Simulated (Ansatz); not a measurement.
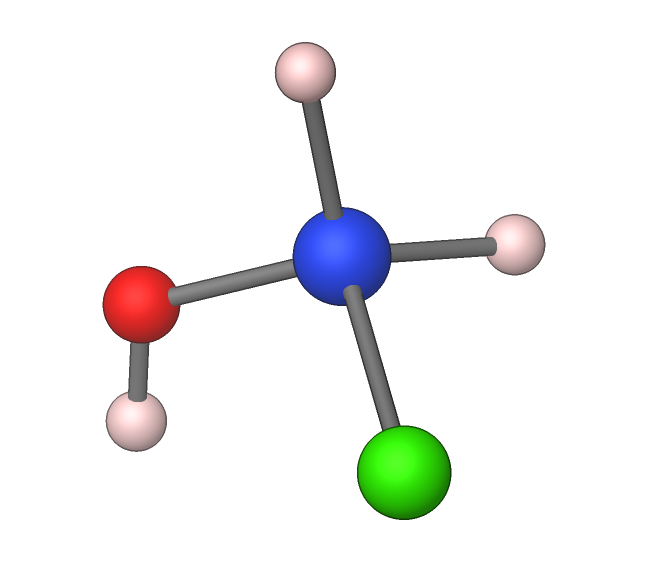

Rendered structure (ball-and-stick style). Every bond is drawn as one stick, whatever its order. Colours: silicon blue, hydrogen pink, oxygen red, chlorine green.

What does the picture show?

It has 6 atoms: 1 chlorine, 3 hydrogen, 1 oxygen and 1 silicon (ClH₃OSi). The point group is C1. Coordination: 1 Si tetrahedral; 1 O bent.

The parts below concern this one geometry. Atoms keep their numbers from picture to picture. The geometry was computed by an optimisation with PBE0-D4/def2-TZVP.

**Electronic properties**

Properties computed with RKS PBE0-D4/def2-TZVPP (Ansatz 0.2.0).

> What is the HOMO energy (Kohn–Sham orbital)?

−8.88 eV.

> Give the HOMO–LUMO gap at this level.

9.05 eV.

**Charges**

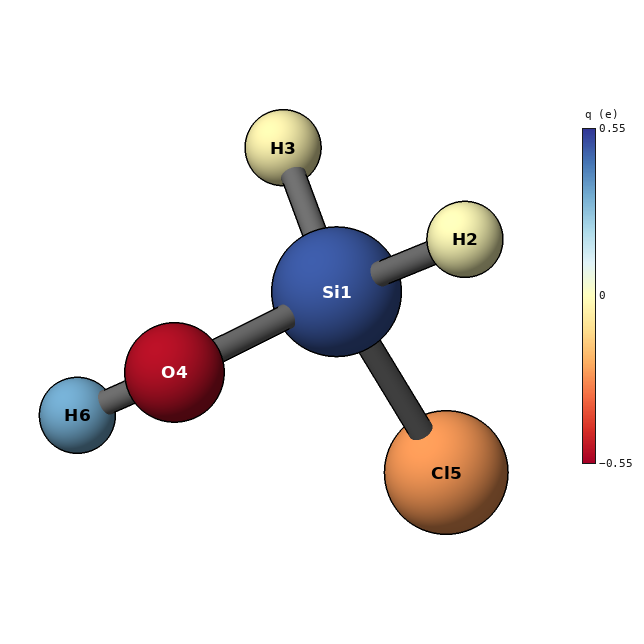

Atoms are coloured by their Mulliken charges. Level of theory: RKS PBE0-D4/def2-TZVP (Ansatz 0.2.0).

List the Mulliken charges.

```json
{"atom": "Si1", "value (e)": "0.48"}
{"atom": "H2", "value (e)": "−0.02"}
{"atom": "H3", "value (e)": "−0.03"}
{"atom": "O4", "value (e)": "−0.51"}
{"atom": "Cl5", "value (e)": "−0.25"}
{"atom": "H6", "value (e)": "0.33"}
```

**Vibrations**

Harmonic vibrations computed with RKS PBE0-D4/def2-TZVP (Ansatz 0.2.0) at a stationary point of the same level.

> How many vibrational modes are there, and where do they lie?

12 modes: 204, 292, 542, 613, 728, 839, 905, 928, 971, 2248, 2290, 3921 cm⁻¹.

**Thermal motion**

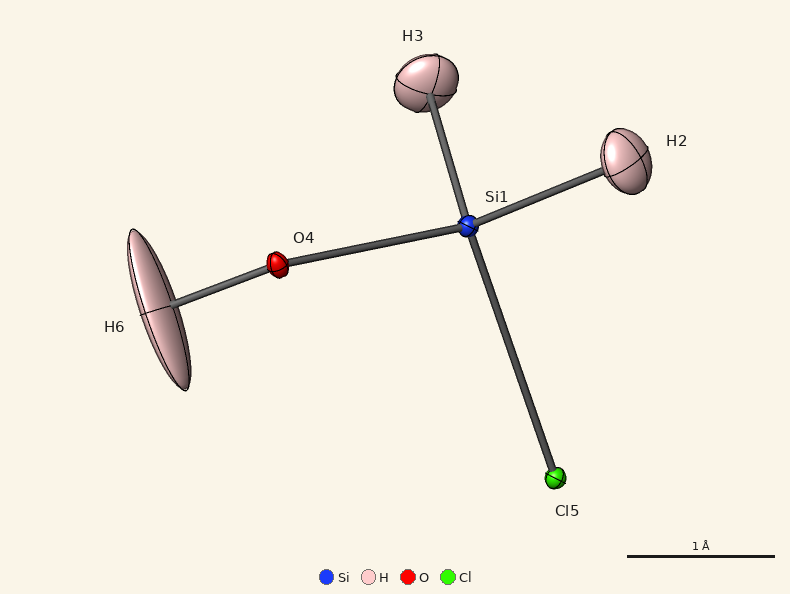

Displacement ellipsoids at the 50 % level, from the internal vibrations of the free molecule (harmonic, no overall translation or rotation; no half-axis is drawn under 0.075 Å). Vibrations computed with RKS PBE0-D4/def2-TZVP (Ansatz 0.2.0). Temperature: 298 K.

> Which atom has the largest mean-square displacement?

H6, with U_eq = 0.0557 Å².

> Does H6 move more along its bond or across it?

Across it: the root-mean-square amplitude is 0.067 Å along the bond and up to 0.373 Å across, since bending and torsion are softer than stretching.

List U_eq and the three principal root-mean-square amplitudes for each kind of atom.

```json
{"atom": "Si1", "U_eq (Å²)": "0.00073", "rms amplitudes (Å)": "0.016, 0.023, 0.038"}
{"atom": "H2", "U_eq (Å²)": "0.0165", "rms amplitudes (Å)": "0.087, 0.139, 0.150"}
{"atom": "H3", "U_eq (Å²)": "0.0169", "rms amplitudes (Å)": "0.087, 0.145, 0.148"}
{"atom": "O4", "U_eq (Å²)": "0.0017", "rms amplitudes (Å)": "0.018, 0.028, 0.063"}
{"atom": "Cl5", "U_eq (Å²)": "0.00049", "rms amplitudes (Å)": "0.006, 0.016, 0.034"}
{"atom": "H6", "U_eq (Å²)": "0.0557", "rms amplitudes (Å)": "0.066, 0.153, 0.373"}
```

Mulliken values depend strongly on the basis set and can even reverse the polarity of a bond.
